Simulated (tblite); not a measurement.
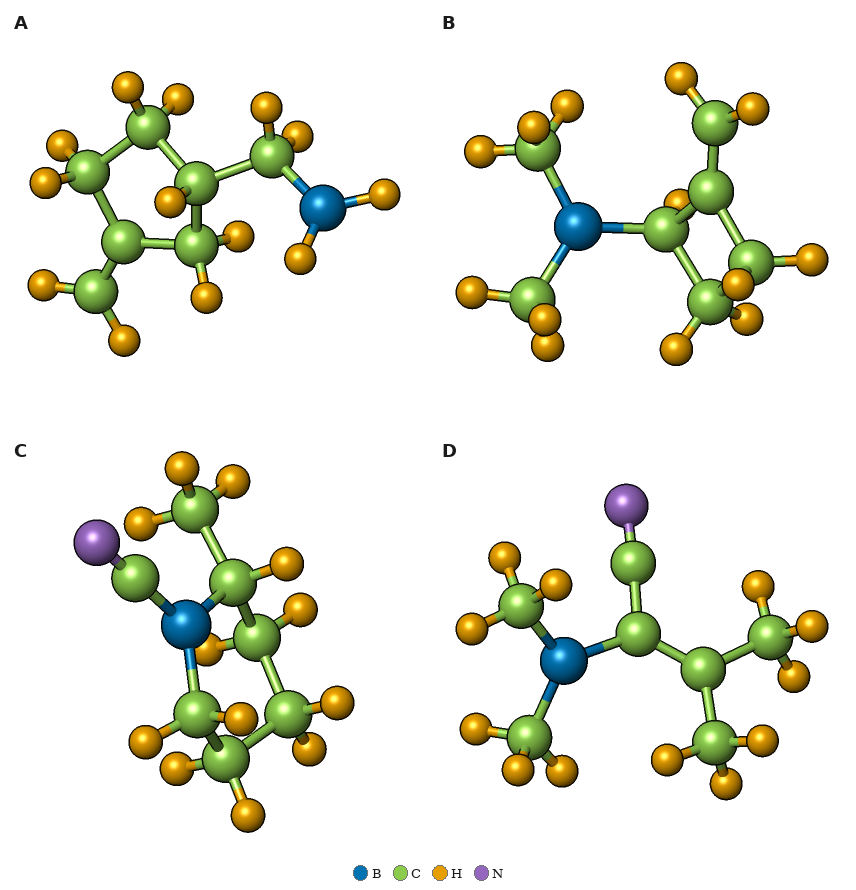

Simulated data, not a measurement (program: tblite).

Question: Match each picture to its SMILES.
(1) CB(C)C(C#N)=C(C)C
(2) BC[C@H]1CCC(=C)C1
(3) C=C1CC[C@H]1B(C)C
(4) C[C@@H]1CCCCB1C#N

Answer: A is (2), B is (3), C is (4), D is (1).
